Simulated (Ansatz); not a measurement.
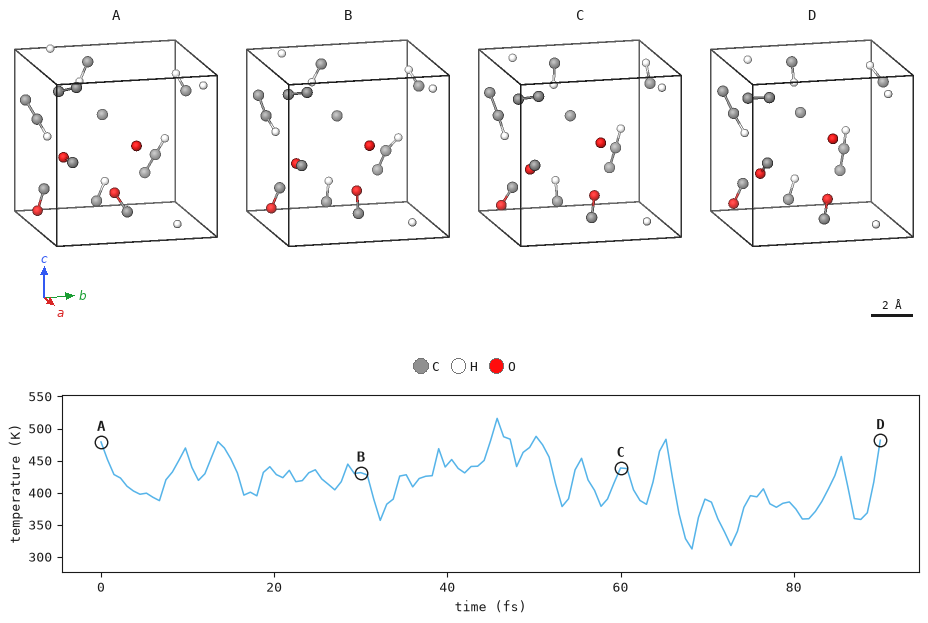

First-principles dynamics of a periodic cell with 4 C2H2 + 4 CO at 0.637 g/cm³, 90 fs long. Frames (A at 0 fs, B at 30 fs, C at 60 fs, D at 90 fs) and the history of the run. Style: ball-and-stick. Shown: the simulation cell, slightly off an axis.

The calculation used DFT PBE-D3(BJ), scalar-relativistic, plane waves, PAW in Ansatz 0.2.0. Set-up: plane-wave cutoff 420 eV; k-point mesh 1 × 1 × 1; Fermi-Dirac smearing 0.02 eV; Langevin thermostat (NVT); set temperature 500 K; time step 0.75 fs; friction 0.02 per fs.

What happens in this trajectory?

Answer. The mean temperature in the second half is 407 K (standard deviation 47 K). The potential energy in the second half lies on average 32.3 meV per atom above the first frame. Root-mean-square distances from the starting positions over the second half, with the common drift of all atoms taken out: O 0.60 Å, H 0.59 Å, C 0.39 Å. The heavy atoms stay within a fraction of a molecule's size of their starting places; so short a run doesn't tell a liquid from a solid.

Limits of the set-up: the periodic images lie only 8.3 Å apart, so the values are limited by the cell's size.

Cost: 19 min on 1 thread of Intel(R) Xeon(R) Processor @ 2.50GHz (Skylake/Cascade Lake) (shared host), peak memory 0.54 GiB.
